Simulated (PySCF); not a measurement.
B(All)2(OMe), SMILES C=CCB(CC=C)OC at its GFN2-xTB optimised geometry (Å):

```
22

B     -0.2536     0.1305     0.0000
C      1.3559     0.1305     0.0000
C      1.9885     1.4814    -0.0146
C      2.6516     2.0148     0.9952
H      1.6996    -0.4275    -0.8781
H      1.7095    -0.4227     0.8754
H      1.8606     2.0425    -0.9316
H      2.7950     1.4836     1.9224
H      3.0782     3.0020     0.9431
C     -1.0687     1.5078     0.0000
C     -2.5293     1.3528     0.2686
C     -3.1496     1.8223     1.3352
H     -0.9404     1.9733    -0.9824
H     -0.6301     2.1962     0.7255
H     -3.0782     0.7912    -0.4755
H     -2.6254     2.3800     2.0947
H     -4.2037     1.6733     1.4981
O     -0.9622    -0.9989    -0.0022
C     -0.4246    -2.2980    -0.0020
H      0.1889    -2.4659     0.8869
H     -1.2576    -3.0020    -0.0031
H      0.1925    -2.4664    -0.8887
```

Calculation: PySCF with B3LYP/def2-SVP. Cells within 0.4 Å of a nucleus heavier than hydrogen are left out (blank, or x).

Map of the electron localisation function on the plane z = 0.0 Å:

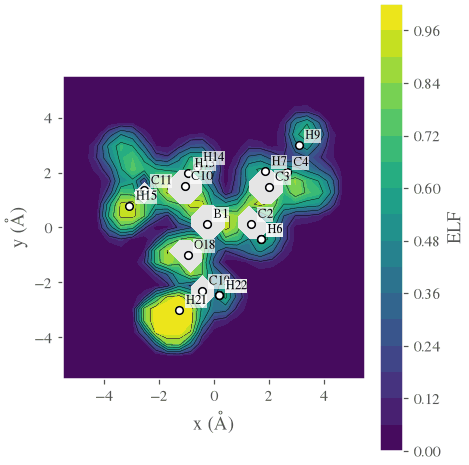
Electron localisation function on the plane z = 0.0 Å.
